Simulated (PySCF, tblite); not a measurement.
**C₅H₇NO₂Si: geometry, infrared bands and NMR shifts**

Aim: predict the infrared bands and NMR shifts of C₅H₇NO₂Si (`C=C[C@@H](C=O)O[SiH2]C#N`).

Programs: tblite 0.8.0 and PySCF 2.14.0, with density-fitted response routines of our own. Each step states its level of theory. These are calculated values for one molecule in the gas phase, unless marked as measured. Atoms are numbered from 0 throughout.

**1. Starting geometry**

16 atoms, charge 0, multiplicity 1; geometry from: force field or distance geometry start.

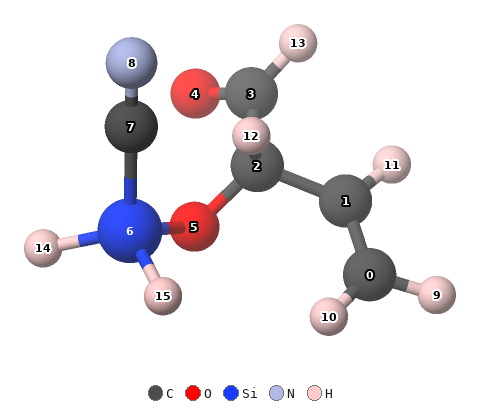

As it starts; carbon dark grey, oxygen red, silicon blue, nitrogen light blue, hydrogen pink, atoms numbered.

**2. Geometry optimisation with GFN2-xTB**

Job settings and geometry (Å):

```
{"job": {"kind": "relax", "xc": "GFN2-xTB", "basis": "xTB"}, "charge": 0, "multiplicity": 1}
C     -2.087500    -0.343600    -1.126700
C     -1.605500     0.434600    -0.175000
C     -0.222500     0.317000     0.377600
C     -0.200300     1.131300     1.640900
O      0.125000     0.620600     2.720700
O      0.146900    -1.002800     0.620800
Si     1.584000    -1.324400    -0.277500
C      2.518000     0.237700    -0.514900
N      3.107800     1.190900    -0.680700
H     -3.137700    -0.172400    -1.448600
H     -1.538100    -1.134700    -1.612100
H     -2.256200     1.188300     0.249200
H      0.458700     0.816300    -0.311000
H     -0.481200     2.172300     1.548500
H      2.392300    -2.244200     0.522800
H      1.188600    -1.878000    -1.545500
```

Started as:

```bash
$ OMP_NUM_THREADS=1 python probes_run.py task.json out
```

The driver reads the jobs from task.json and runs them one after another.

**Question.** This job is followed by: GFN2-xTB harmonic vibrations, gas phase; GIAO PBE0/pcSseg-1 NMR shielding, non-relativistic, gas phase. Predict these results of the whole session: strongest single infrared mode (GFN2-xTB); zero-point energy (GFN2-xTB); ¹³C shifts against TMS (PBE0/pcSseg-1); ¹H shifts against TMS (PBE0/pcSseg-1); ¹⁷O shifts against H2O (PBE0/pcSseg-1); ²⁹Si shifts against TMS (PBE0/pcSseg-1); ¹⁵N shifts against NH3 (PBE0/pcSseg-1).

**Answer**, as computed:

| quantity | value |
| --- | --- |
| strongest single infrared mode (GFN2-xTB) | 2274 cm⁻¹, 393 km/mol |
| zero-point energy (GFN2-xTB) | 67.2 kcal/mol |
| ¹³C shifts against TMS (PBE0/pcSseg-1) | 204.4, 135.2, 126.5, 125.5, 83.5 ppm |
| ¹H shifts against TMS (PBE0/pcSseg-1) | 9.77, 6.19, 6.00, 5.92, 5.42, 5.29, 5.04 ppm |
| ¹⁷O shifts against H2O (PBE0/pcSseg-1) | 616.4, 23.8 ppm |
| ²⁹Si shifts against TMS (PBE0/pcSseg-1) | -61.2 ppm |
| ¹⁵N shifts against NH3 (PBE0/pcSseg-1) | 354.5 ppm |

What this shows: Relaxing lowered the energy by 0.956 eV in 178 steps; the close pair that moved most is O5–Si6, from 1.725 to 1.629 Å. No mode is imaginary among the 42: a minimum at this level. The strongest single mode, at 2274 cm⁻¹, moves mainly H15. GFN2-xTB is a fitted tight-binding method: band positions and strengths are rough. Its intensities can rank the bands wrongly. C3 (aldehyde carbonyl carbon) lies farthest downfield among carbon, at 204.4 ppm; low-lying n→π* states of the double bond to the heteroatom give a large paramagnetic term (-272 ppm). H13 (hydrogen on an aldehyde carbonyl carbon) lies farthest downfield among hydrogen, at 9.77 ppm; deshielded by the polar, anisotropic C=O bond. At PBE0/pcSseg-1: Shielding is most anisotropic at O4 (span 1187 ppm, paramagnetic term -684 ppm).
